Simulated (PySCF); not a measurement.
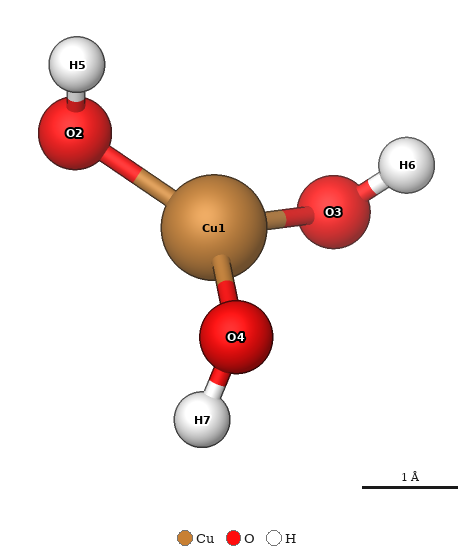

*The structure as given in the input (ball-and-stick view, seen at a tilt; atoms are numbered from 1 in the order of the input). Sticks mark near contacts.*

**Run report: CuH₃O₃, frequency calculation**

- system: CuH₃O₃, multiplicity 3
- method: UKS-based PBE0, Cu def2-TZVP, O def2-TZVP, H def2-TZVP; non-relativistic Hamiltonian; density fitting (PySCF 2.14.0)

**Log**
```
init E= -1867.55111889992
  alpha nocc = 29  HOMO = -0.319308029063755  LUMO = -0.00976094599788269
  beta  nocc = 27  HOMO = -0.293148873811703  LUMO = -0.175144190206111
  HOMO = -0.293148873812  LUMO = -0.175144190206  gap/eV = 3.21107
cycle= 1 E= -1867.55111889976  delta_E= 1.52e-10  |g|= 2.28e-05  |ddm|= 1.62e-05
  alpha nocc = 29  HOMO = -0.319307565619592  LUMO = -0.00976069819822811
  beta  nocc = 27  HOMO = -0.293149719305556  LUMO = -0.175141920377106
  HOMO = -0.293149719306  LUMO = -0.175141920377  gap/eV = 3.21116
cycle= 2 E= -1867.55111889816  delta_E= 1.6e-09  |g|= 7.67e-05  |ddm|= 4.71e-05
  alpha nocc = 29  HOMO = -0.319308377927371  LUMO = -0.00976099966335653
  beta  nocc = 27  HOMO = -0.293149292319582  LUMO = -0.175144496633021
  HOMO = -0.29314929232  LUMO = -0.175144496633  gap/eV = 3.21107
cycle= 3 E= -1867.55111889992  delta_E= -1.76e-09  |g|= 1.04e-05  |ddm|= 3.43e-05
  alpha nocc = 29  HOMO = -0.319308101862164  LUMO = -0.00976093161998648
  beta  nocc = 27  HOMO = -0.293149272433285  LUMO = -0.175144061214664
  HOMO = -0.293149272433  LUMO = -0.175144061215  gap/eV = 3.21109
cycle= 4 E= -1867.55111889995  delta_E= -2.82e-11  |g|= 9.64e-07  |ddm|= 4.45e-06
  alpha nocc = 29  HOMO = -0.319307979329004  LUMO = -0.00976091489764741
  beta  nocc = 27  HOMO = -0.293149134529878  LUMO = -0.17514412186354
  HOMO = -0.29314913453  LUMO = -0.175144121864  gap/eV = 3.21108
Extra cycle  E= -1867.55111889995  delta_E= 3.64e-12  |g|= 2.32e-06  |ddm|= 2.3e-06
converged SCF energy = -1867.55111889995  <S^2> = 2.0144241  2S+1 = 3.0096007
```

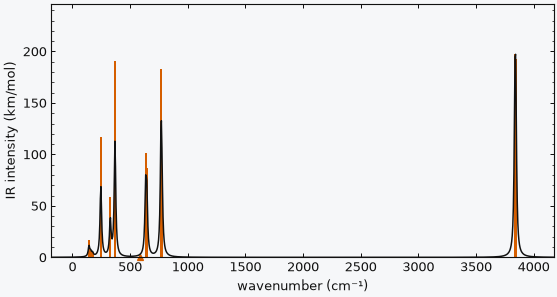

*Harmonic infrared spectrum, unscaled: sticks (degenerate modes added up, dark ones marked on the axis) with a Lorentzian envelope of 16 cm⁻¹ full width, scaled to the tallest stick.*

15 modes from 143 to 3850 cm⁻¹, none imaginary. The strongest line is at 3837 cm⁻¹ (197 km/mol). All modes, in cm⁻¹ (km/mol): 143 (17.2), 158 (6.9), 174 (5.5), 246 (117), 328 (59), 369 (191), 590 (0.0), 635 (101), 645 (87), 768 (109), 768 (74), 776 (84), 3837 (197), 3844 (193), 3850 (36).

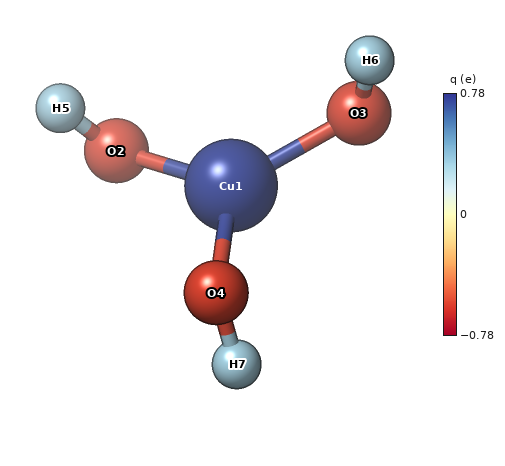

*Mulliken charges, as the colour of each atom (ball-and-stick view, seen at a tilt; atoms are numbered from 1 in the order of the input).*

By element: Cu +0.74, O −0.57 and H +0.33 e.

The run was set up as follows.

**Input file**
```python
from pyscf import gto, scf, dft
mol = gto.M(atom='''
Cu     0.009543     0.017078     0.004471
O     -0.146146     0.268788     1.749796
O      1.594022    -0.040472    -0.782847
O     -1.452591    -0.231317    -0.969823
H     -0.343649    -0.542473     2.231219
H      1.875276    -0.936818    -0.998209
H     -1.799791     0.601606    -1.310090''',
    basis={'Cu': 'def2-TZVP', 'O': 'def2-TZVP', 'H': 'def2-TZVP'},
    charge=0, spin=2)
mf = dft.UKS(mol, xc='PBE0')
mf.grids.atom_grid = (75, 302)
aux = {'Cu': 'def2-universal-JKFIT', 'O': 'def2-universal-JKFIT', 'H': 'def2-universal-JKFIT'}
mf = mf.density_fit(auxbasis=aux)
mf.conv_tol = 1e-09
mf.diis_space = 10
mf.max_cycle = 60
mf.verbose = 4
mf.kernel()
```

The script is an equivalent of the set-up of the self-consistent field. The run itself was carried out by a driver, which started from the orbitals of the step before it where there was one and computed the further properties.

Run as:
```bash
OMP_NUM_THREADS=4 python axn.py task.json out
```

**Key numbers**

- outcome: converged
- total energy: −1867.551119 hartree
- ⟨S²⟩: 2.014
- zero-point energy: 0.039027 hartree
- dipole moment: 1.32 D
- wavenumbers, lowest and highest: 143 and 3850 cm⁻¹
- hardware: 4 threads of Arm Neoverse V2, 24 GiB of memory available, shared host
- wall time: 3.7 min (CPU time 12 min)
- peak memory: 2.3 GiB
